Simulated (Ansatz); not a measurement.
**[NH2]− (SMILES [NH2-]) at 6 levels**

We compute a comparison of 6 runs (UHF/6-31G*, BLYP/3-21G, PBE/3-21G, wB97X/3-21G, UMP2/6-31G*, BCCD(T)/6-31G*) of [NH2]−. 

The results are computed with Ansatz 0.2.0.

2 further runs of the same task are left out: 2 that didn't finish.

## 1. Starting point

The species is [NH2]− (3 atoms), meant as a singlet with charge -1. SMILES: `[NH2-]`. The H2–N1 distance was set to 2.568 Å, away from the relaxed value. At this shape a bond of the SMILES string is far longer than usual.

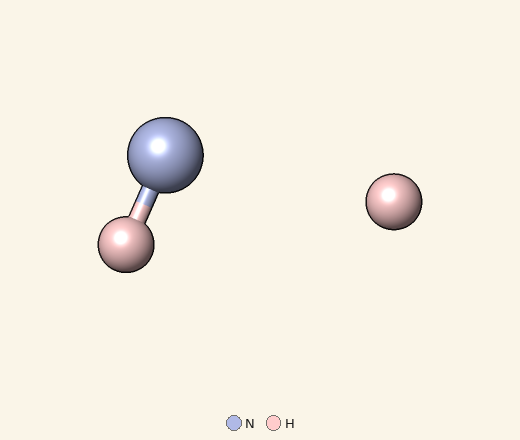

The structure, seen from a chosen angle (nitrogen light blue, hydrogen pink).

## 2. The energy at UHF/6-31G(d) (spherical functions) (run 1)

Input file run.yaml:

```yaml
crystal:
  periodic: [false, false, false]
  atoms:
    - symbol: N
      position_ang: [0.667253, -1.709315, 0.187750]
    - symbol: H
      position_ang: [0.125500, 0.801200, 0.156000]
    - symbol: H
      position_ang: [-0.142647, -2.104515, -0.305650]
basis:
  gaussian: {orbitals: 6-31G_st_-spherical.json}
total_charge: -1
magnetization: {spin_polarized: true}
hamiltonian: {xc: hf}
accuracy: high
```

The basis set 6-31G* is read from a file made from the Basis Set Exchange's data (not shown).

On the command line:

```console
$ ansatz run run.yaml --threads 1 --pin off --max-ram 2610MiB --events-out events.jsonl --progress --plain --runs-dir runs
```

The program printed:

```text
Warning: RAYON_NUM_THREADS=1 ignored (pool sized by the plan → 1); use --threads N
Functional definition: HF
  name "HF"
  exchange = exact_x
  correlation = 0
329 factors; integrals over basis functions are off by at most 2.8e-9 eV
mean field evaluation 1: about -1502.9716 eV, gradient 2.0e1 eV
mean field evaluation 2: about -1502.9726 eV, gradient 2.0e1 eV
mean field evaluation 4: about -1505.1956 eV, gradient 1.8e0 eV
mean field evaluation 8: about -1505.2266 eV, gradient 1.8e-3 eV
mean field evaluation 16: about -1505.4251 eV, gradient 1.7e0 eV
mean field evaluation 32: about -1506.5566 eV, gradient 2.7e-2 eV
mean field evaluation 64: about -1506.5198 eV, gradient 8.7e-4 eV
mean field evaluation 96: about -1506.3975 eV, gradient 1.3e0 eV
mean field evaluation 128: about -1506.5044 eV, gradient 3.9e-1 eV
mean field evaluation 160: about -1506.5195 eV, gradient 9.1e-2 eV
mean field evaluation 192: about -1506.5198 eV, gradient 1.6e-2 eV
mean field -1506.55659597 eV, -55.3649337211 hartree, gradient 1.1e-8 eV, S^2 1.011515; 6 other end points of the search recorded, 0 dependent functions left out
reference -1506.55659597 eV, -55.3649337211 hartree; 5, 5 occupied and 13, 13 virtual orbitals, 329 factors
Total energy: -1506.55659597 eV, -55.3649337211 hartree
```

It took 0.38 s on 1 thread of Arm Neoverse N1, shared host.

## 3. A single-point energy at BLYP/3-21G (run 2)

Input file in.yaml:

```yaml
crystal:
  periodic: [false, false, false]
  atoms:
    - symbol: "N"
      position_ang: [0.667253, -1.709315, 0.187750]
    - symbol: H
      position_ang: [0.125500, 0.801200, 0.156000]
    - symbol: H
      position_ang: [-0.142647, -2.104515, -0.305650]
basis:
  gaussian: {orbitals: 3-21G.json}
total_charge: -1
hamiltonian: {xc: {name: BLYP}}
accuracy: high
```

The basis set 3-21G is read from a file made from the Basis Set Exchange's data (not shown).

On the command line:

```console
$ ansatz run in.yaml --threads 1 --pin off --max-ram 2610MiB --events-out events.jsonl --progress --plain --runs-dir runs
```

The program printed:

```text
Warning: RAYON_NUM_THREADS=1 ignored (pool sized by the plan → 1); use --threads N
Functional definition: BLYP
  name "BLYP"
  parameter beta = 0.0042
  parameter a = 0.04918
  parameter b = 0.132
  parameter c = 0.2533
  parameter d = 0.349
  exchange = b88_x(beta = beta)
  correlation = lyp_c(a = a, b = b, c = c, d = d)
243 factors; integrals over basis functions are off by at most 3.9e-9 eV
mean field evaluation 1: about -1501.8388 eV, gradient 2.8e1 eV
mean field evaluation 2: about -1472.4300 eV, gradient 9.6e1 eV
mean field evaluation 4: about -1501.7188 eV, gradient 1.6e1 eV
mean field evaluation 8: about -1506.0881 eV, gradient 6.7e-2 eV
mean field evaluation 16: about -1501.6845 eV, gradient 1.6e1 eV
mean field -1506.08815583 eV, -55.3477188636 hartree, gradient 9.8e-8 eV, S^2 0.000000; 0 other end points of the search recorded, 0 dependent functions left out
reference -1506.08818687 eV, -55.3477200042 hartree; 5, 5 occupied and 8, 8 virtual orbitals, 243 factors
Total energy: -1506.08818687 eV, -55.3477200042 hartree
```

Wall time 0.54 s (1 thread of Arm Neoverse N1, shared host).

## 4. A single-point energy at PBE/3-21G (run 3)

Input file run.yaml:

```yaml
crystal:
  periodic: [false, false, false]
  atoms:
    - {symbol: N, position_ang: [0.667253, -1.709315, 0.187750]}
    - {symbol: H, position_ang: [0.125500, 0.801200, 0.156000]}
    - {symbol: H, position_ang: [-0.142647, -2.104515, -0.305650]}
basis:
  gaussian:
    orbitals: 3-21G.json
total_charge: -1
hamiltonian:
  xc: pbe
accuracy: high
```

The basis set 3-21G is read from a file made from the Basis Set Exchange's data (not shown).

On the command line:

```console
$ ansatz run run.yaml --threads 1 --pin off --max-ram 2610MiB --events-out events.jsonl --progress --plain --runs-dir runs
```

The program printed:

```text
Warning: RAYON_NUM_THREADS=1 ignored (pool sized by the plan → 1); use --threads N
Functional definition: PBE
  name "PBE"
  parameter kappa = 0.804
  parameter beta = 0.06672455060314922
  exchange = pbe_x(kappa = kappa, mu = beta*pi^2/3)
  correlation = pbe_c(beta = beta)
243 factors; integrals over basis functions are off by at most 3.9e-9 eV
mean field evaluation 1: about -1500.1556 eV, gradient 2.9e1 eV
mean field evaluation 2: about -1471.0415 eV, gradient 9.6e1 eV
mean field evaluation 4: about -1500.0774 eV, gradient 1.6e1 eV
mean field evaluation 8: about -1504.5556 eV, gradient 6.6e-2 eV
mean field evaluation 16: about -1500.0618 eV, gradient 1.6e1 eV
mean field -1504.55556816 eV, -55.2913973054 hartree, gradient 9.9e-8 eV, S^2 0.000000; 1 other end points of the search recorded, 0 dependent functions left out
reference -1504.55556959 eV, -55.2913973582 hartree; 5, 5 occupied and 8, 8 virtual orbitals, 243 factors
Total energy: -1504.55556959 eV, -55.2913973582 hartree
```

Run time: 0.56 s. Hardware: 1 thread of Arm Neoverse N1, shared host.

Runs 4 to 5 aren't shown in full; the table further down has their settings and results.

## 5. The energy at BCCD(T)/6-31G(d) (spherical functions) (run 6)

Input file job.yaml:

```yaml
crystal:
  periodic: [false, false, false]
  atoms:
    - symbol: "N"
      position_ang: [0.667253, -1.709315, 0.187750]
    - symbol: H
      position_ang: [0.125500, 0.801200, 0.156000]
    - symbol: H
      position_ang: [-0.142647, -2.104515, -0.305650]
basis:
  gaussian: {orbitals: 6-31G_st_-spherical.json}
total_charge: -1
correlation: {method: bccd_t, frozen_orbitals: {H: 0, "N": 1}}
accuracy: high
scf: {omitted_lower_state_checks: [cluster_reference, increment]}
```

The basis set 6-31G* is read from a file made from the Basis Set Exchange's data (not shown).

On the command line:

```console
$ ansatz run job.yaml --threads 1 --pin off --max-ram 2610MiB --events-out events.jsonl --progress --plain --runs-dir runs
```

The program printed:

```text
Warning: RAYON_NUM_THREADS=1 ignored (pool sized by the plan → 1); use --threads N
[... 13 lines left out ...]
1 core orbitals not correlated: weight in the atoms' cores, before any rotation towards them, 1.000 or more for the frozen orbitals, at most 0.000 for the correlated occupied ones
[... 35 lines left out ...]
Total energy: -1510.99764637 eV, -55.5281393130 hartree
Checks for a lower state left out: cluster_reference, increment
```

Wall time 0.46 s (1 thread of Arm Neoverse N1, shared host).

## 6. Overview of the runs

```csv
run,level,frozen core orbitals,energy (Eh),wall time
1,UHF/6-31G* (spherical functions),–,-55.364934,0.38 s
2,BLYP/3-21G,–,-55.347720,0.54 s
3,PBE/3-21G,–,-55.291397,0.56 s
4,wB97X/3-21G,–,-55.325493,2.7 s
5,UMP2/6-31G* (spherical functions),1,-55.502451,0.54 s
6,BCCD(T)/6-31G* (spherical functions),1,-55.528139,0.46 s
```

## 7. Results

```
                                         quantity         value
                              run 6: total energy  -55.52814 Eh
run 6: correlation energy (1 core orbital frozen)    -212.1 mEh
                            run 6: (T) correction    -15.99 mEh
```

**Reading.** Below the UHF energy at the same shape and in the same basis (6-31G*): UMP2 -137.5 mEh; BCCD(T) -163.2 mEh. Some of these start from another determinant than that one, so these aren't their correlation energies. Totals of different functionals can't be ranked against each other. In run 6 the log says that unrestricted orbitals would lower the reference, so the values rest on an unstable closed-shell determinant (other closed-shell runs at this shape may share the fault). Spin contamination of the reference: run 1 ⟨S²⟩ = 1.01, run 5 ⟨S²⟩ = 1.01. Where it is this large, the reference is a mixture of spin states, and values that rest on it are in doubt. All runs together took 5.2 s, the longest 2.7 s.
